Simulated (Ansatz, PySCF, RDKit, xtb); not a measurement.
# Which structure has the formula CuCP?

Given the formula CuCP and nothing else, which arrangement of the atoms is the most stable in the gas at 1000 K, and what are its properties?

The funnel: GFN2-xTB relaxations, single points with a density functional, relaxations at PBE0-D3(BJ)/def2-SVP, harmonic vibrations, and a last energy at a higher level. All values are calculated.

3 further runs of the same task are left out: 3 set aside as unsound or not needed.

**1. Candidates**

A program enumerates the bonding patterns with one Lewis structure each (two rings at most, one unusual centre or charged pair), with their diastereomers. O–O, O–halogen and N–halogen bonds and N–N–N chains are not drawn. That gives 2 candidates.

| label | SMILES | spin |
| --- | --- | --- |
| c638 | P#[C][Cu] | singlet |
| c763 | [C-]#[P+][Cu] | singlet |

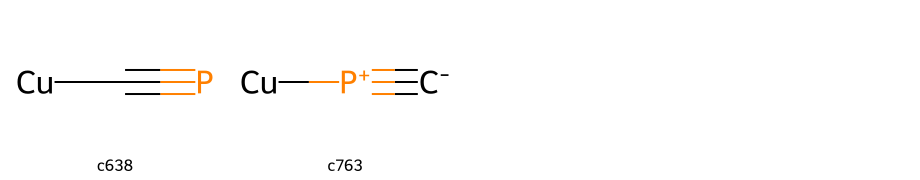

Structural formulas of the candidates.

Candidates are built by distance geometry, with a force field where one applies, in up to four conformers (letters a to d). 2 starts with atoms placed at random are added, to find patterns that the rules miss.

**Question.** With final energies at CCSD(T)/def2-TZVPP, which structure will this search put lowest in free energy, and by what margin?

| quantity | value |
| --- | --- |
| lowest structure found | P#[C][Cu], singlet, C∞v |
| next finalist | P#[C][Cu], triplet, 56.5 kcal/mol higher in G |
| share at equilibrium, among the finalists | 100.0 % |
| harmonic wavenumbers, lowest and highest (PBE0-D3(BJ)/def2-SVP) | 198 and 1445 cm⁻¹ |
| rotational constants, same geometry | 0.06901 cm⁻¹ |
| dipole moment (PBE0/def2-TZVPD) | 4.41 D |
| HOMO energy (PBE0/def2-TZVPD) | -6.95 eV |
| LUMO energy (PBE0/def2-TZVPD) | -2.56 eV |
| HOMO–LUMO gap (PBE0/def2-TZVPD) | 4.38 eV |
| lowest excitation (TD-CAM-B3LYP/def2-SVPD) | 2.98 eV (f = 0.046) |
| lowest triplet excitation, same level, Tamm-Dancoff | 2.34 eV |
| vertical ionisation energy | 9.02 eV |
| vertical electron affinity | 1.06 eV |
| vertical triplet less singlet | +2.48 eV |

The search ends on `P#[C][Cu]`. Among the finalists first place is clear (56.5 kcal/mol); structures outside the list aren't covered. r2SCAN-D4/def2-SVP, PBE0-D3(BJ)/def2-SVP, HF/def2-TZVPP and MP2/def2-TZVPP already put its bonding pattern lowest among the structures in one piece. A large T1 diagnostic among the finalists warns that one reference determinant may not suffice. It concerns: the winner; the finalist P#[C][Cu] (triplet). Lowest found is not proven lowest: the search is finite, and each finalist counts with one conformer.
